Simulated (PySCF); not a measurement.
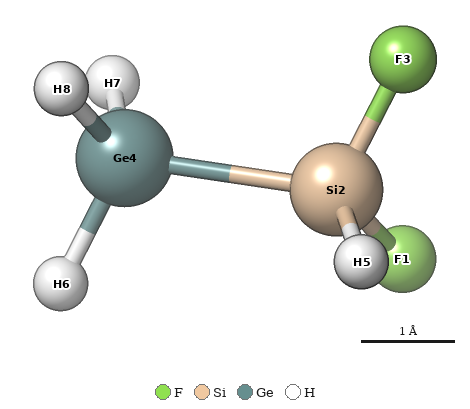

*The structure as given in the input (ball-and-stick view, seen at a tilt; atoms are numbered from 1 in the order of the input). Sticks mark near contacts.*

Bond lengths as drawn: F–Si 1.59 Å, Ge–H 1.53 to 1.54 Å, Ge–Si 2.38 Å and H–Si 1.48 Å.

## Single-point calculation of GeSiH4F2

- system: GeSiH4F2, SMILES F[SiH](F)[GeH3]
- method: M06-2X/def2-SVP, RKS (PySCF 2.14.0)

The geometry comes from this level: PBE0-D4/def2-TZVP.

Log
```
PySCF version 2.14.0

[INPUT] num. atoms = 8
[INPUT] num. electrons = 68
[INPUT] charge = 0
[INPUT] spin (= nelec alpha-beta = 2S) = 0
[INPUT] symmetry False subgroup None
[INPUT] Mole.unit = angstrom
[INPUT] Symbol           X                Y                Z      unit          X                Y                Z       unit  Magmom
[INPUT]  1 F      1.301800000000  -1.418600000000   1.197400000000 AA    2.460045468959  -2.680765480308   2.262758061554 Bohr   0.0
[INPUT]  2 Si     1.139900000000  -0.126600000000   0.280900000000 AA    2.154098809392  -0.239239327370   0.530824068390 Bohr   0.0
[INPUT]  3 F      1.983100000000  -0.386400000000  -1.044700000000 AA    3.747515877625  -0.730190174532  -1.974196882333 Bohr   0.0
[INPUT]  4 Ge    -1.151500000000   0.164400000000  -0.281300000000 AA   -2.176019632437   0.310670974878  -0.531579958840 Bohr   0.0
[INPUT]  5 H      1.776500000000   1.004200000000   0.994900000000 AA    3.357098460290   1.897662974288   1.880088521330 Bohr   0.0
[INPUT]  6 H     -1.970000000000   0.389600000000   0.998800000000 AA   -3.722760465393   0.736237298131   1.887458453216 Bohr   0.0
[INPUT]  7 H     -1.682300000000  -1.076600000000  -1.011200000000 AA   -3.179086259356  -2.034479145707  -1.910891057160 Bohr   0.0
[INPUT]  8 H     -1.305500000000   1.392900000000  -1.190400000000 AA   -2.467037455620   2.632199518907  -2.249529978682 Bohr   0.0

nuclear repulsion = 355.50536209028
number of shells = 44
number of NR pGTOs = 186
number of NR cGTOs = 98
basis = def2-svp
ecp = {}

******** <class 'pyscf.dft.rks.RKS'> ********
method = RKS
initial guess = minao
damping factor = 0
level_shift factor = 0
DIIS = <class 'pyscf.scf.diis.CDIIS'>
diis_start_cycle = 1
diis_space = 8
diis_damp = 0
SCF conv_tol = 1e-10
SCF conv_tol_grad = None
SCF max_cycles = 50
direct_scf = True
direct_scf_tol = 1e-13
XC library pyscf.dft.libxc version 7.0.0
    S. Lehtola, C. Steigemann, M. J.T. Oliveira, and M. A.L. Marques.,  SoftwareX 7, 1–5 (2018)
XC functionals = m06-2x
    Y. Zhao and D. G. Truhlar.,  Theor. Chem. Acc. 120, 215 (2008)
    Y. Zhao and D. G. Truhlar.,  Theor. Chem. Acc. 120, 215 (2008)
radial grids:
    Treutler-Ahlrichs [JCP 102, 346 (1995); DOI:10.1063/1.469408] (M4) radial grids

becke partition: Becke, JCP 88, 2547 (1988); DOI:10.1063/1.454033
pruning grids: <function nwchem_prune>
grids dens level: 5
symmetrized grids: False
atomic radii adjust function: <function treutler_atomic_radii_adjust>
small_rho_cutoff = 0
Set gradient conv threshold to 1e-05
Initial guess from minao.
tot grids = 270208
init E= -2567.52676299405
  HOMO = -0.303964044139144  LUMO = -0.0104976850970924  gap/eV = 7.98563
cycle= 1 E= -2568.010324309  delta_E= -0.484  |g|= 0.671  |ddm|= 2.67
  HOMO = -0.363827252316866  LUMO = 0.00442741395537505  gap/eV = 10.02072
cycle= 2 E= -2567.99750718149  delta_E= 0.0128  |g|= 0.776  |ddm|= 1.08
  HOMO = -0.356708746135597  LUMO = 0.0247949770928931  gap/eV = 10.38125
cycle= 3 E= -2568.09391942836  delta_E= -0.0964  |g|= 0.0309  |ddm|= 0.549
  HOMO = -0.350888950742084  LUMO = 0.0315324653269443  gap/eV = 10.40622
cycle= 4 E= -2568.09415569681  delta_E= -0.000236  |g|= 0.0123  |ddm|= 0.0469
  HOMO = -0.35259992065338  LUMO = 0.0307242752019721  gap/eV = 10.43078
cycle= 5 E= -2568.09418449841  delta_E= -2.88e-05  |g|= 0.00408  |ddm|= 0.0138
  HOMO = -0.352757228250263  LUMO = 0.0306501137629251  gap/eV = 10.43305
cycle= 6 E= -2568.0941864583  delta_E= -1.96e-06  |g|= 0.000544  |ddm|= 0.00289
  HOMO = -0.35272110187204  LUMO = 0.0306811728911621  gap/eV = 10.43291
cycle= 7 E= -2568.09418655221  delta_E= -9.39e-08  |g|= 0.000155  |ddm|= 0.000997
  HOMO = -0.352754383372564  LUMO = 0.0306572175085256  gap/eV = 10.43316
cycle= 8 E= -2568.09418656206  delta_E= -9.85e-09  |g|= 2.27e-05  |ddm|= 0.00032
  HOMO = -0.352751224612206  LUMO = 0.030661123468888  gap/eV = 10.43318
cycle= 9 E= -2568.09418656238  delta_E= -3.19e-10  |g|= 3.55e-06  |ddm|= 6.6e-05
  HOMO = -0.35275065530298  LUMO = 0.0306615009602691  gap/eV = 10.43318
cycle= 10 E= -2568.09418656238  delta_E= -9.09e-13  |g|= 1.2e-06  |ddm|= 1.09e-05
  HOMO = -0.352750775004814  LUMO = 0.030661396588556  gap/eV = 10.43318
```

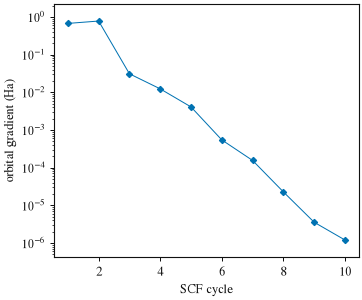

*Convergence of the self-consistent field: orbital gradient against the SCF cycle.*

The residual falls almost steadily, with no more than small rises.

```
Extra cycle  E= -2568.09418656238  delta_E= -6.37e-12  |g|= 1.27e-06  |ddm|= 2.06e-06
converged SCF energy = -2568.09418656238
Final energy -2568.0941865623836
```

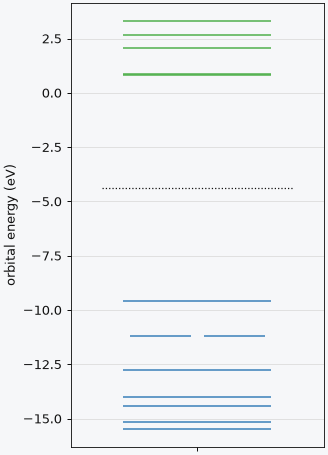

*Orbital energies near the frontier; the dotted line parts filled from empty levels, and levels within 0.02 eV of each other stand side by side.*

Highest filled −9.60 eV, lowest empty 0.83 eV, 10.43 eV apart.

The run was set up as follows.

Input file (job.py)
```python
from pyscf import gto, dft

system = gto.M(
    atom=[
    ('F', (1.301800, -1.418600, 1.197400)),
    ('Si', (1.139900, -0.126600, 0.280900)),
    ('F', (1.983100, -0.386400, -1.044700)),
    ('Ge', (-1.151500, 0.164400, -0.281300)),
    ('H', (1.776500, 1.004200, 0.994900)),
    ('H', (-1.970000, 0.389600, 0.998800)),
    ('H', (-1.682300, -1.076600, -1.011200)),
    ('H', (-1.305500, 1.392900, -1.190400)),
],
    basis='def2-svp',
    verbose=4,
    max_memory=1860,
    charge=0,
)

mf = dft.RKS(system, xc='m06-2x')
mf.grids.level = 5
mf.conv_tol = 1e-10
mf.kernel()
if not mf.converged:
    mf = mf.newton().run(mf.mo_coeff, mf.mo_occ)

e_final = mf.e_tot
print('Final energy', e_final)
```

Launch command:
```bash
OMP_NUM_THREADS=1 python job.py
```

Summary

```csv
quantity,value
outcome,converged
total energy,−2568.094187 hartree
basis functions,98
HOMO,−9.60 eV
LUMO,0.83 eV
dipole moment,1.62 D
hardware,"1 thread of Intel Xeon @ 2.70GHz, 189 GiB of memory available, shared host"
wall time,32 s
peak memory,0.52 GiB
```
